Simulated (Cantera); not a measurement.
Feed: 1 mol SiO2, 340 mol H2, 12 mol N2, held at 1.00 Torr.

These are equilibrium values from Cantera (NASA tables, ideal gas, pure condensed phases), not measurements of a reactor. Candidate condensed phases: H2O, Si, SiO2, Si2N2O, Si3N4; 35 gas species. N2 is the only nitrogen source here; it is nearly inert below about 1500 K, so the nitride shown seldom forms there in practice. Mutual solubility and eutectic melting of coexisting phases are not modelled. The tables hold silica as quartz up to 1696 K and as liquid above; real silica turns to tridymite and cristobalite and melts near 1996 K. Equilibrium is a limit: real reactors are often held back by kinetics, nucleation or transport.

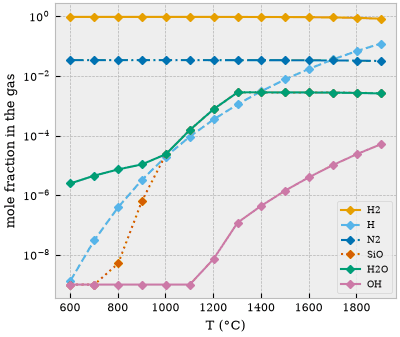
Equilibrium gas composition (values under 1e-9 drawn at 1e-9)

Q: Read off the mole fractions at 1802 °C.

A: H2 about 0.89, H about 0.069, N2 about 0.033, SiO about 0.0027, H2O about 0.0027, OH about 2.4e-5.
